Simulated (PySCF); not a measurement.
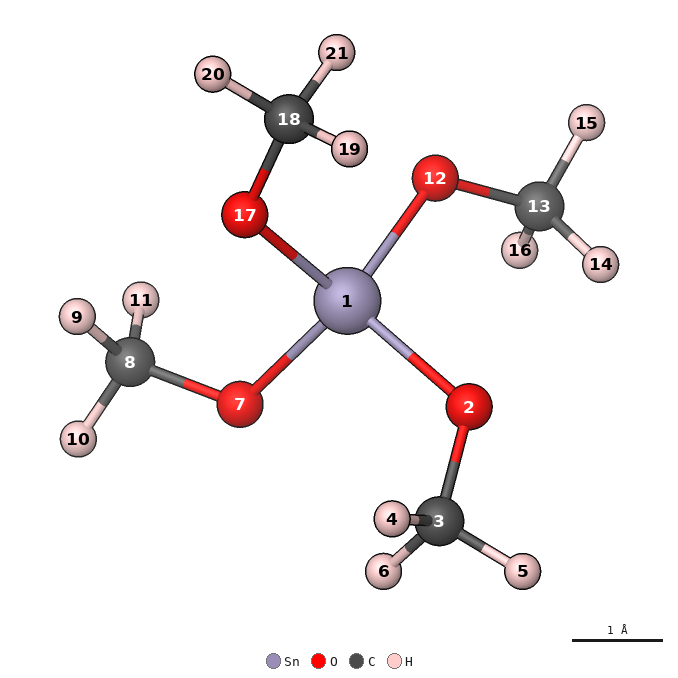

The atoms are numbered. The geometry was computed by an optimisation with PBE0-D3(BJ)/def2-SVP. No frequency run is at hand to confirm it as a minimum.

Which atoms are bonded, and how long are the bonds? Leave out bonds to hydrogen.

```tsv
bond	length (Å)
Sn1–O2	1.967
Sn1–O7	1.966
Sn1–O12	1.966
Sn1–O17	1.967
O2–C3	1.406
O7–C8	1.406
O12–C13	1.407
O17–C18	1.406
```
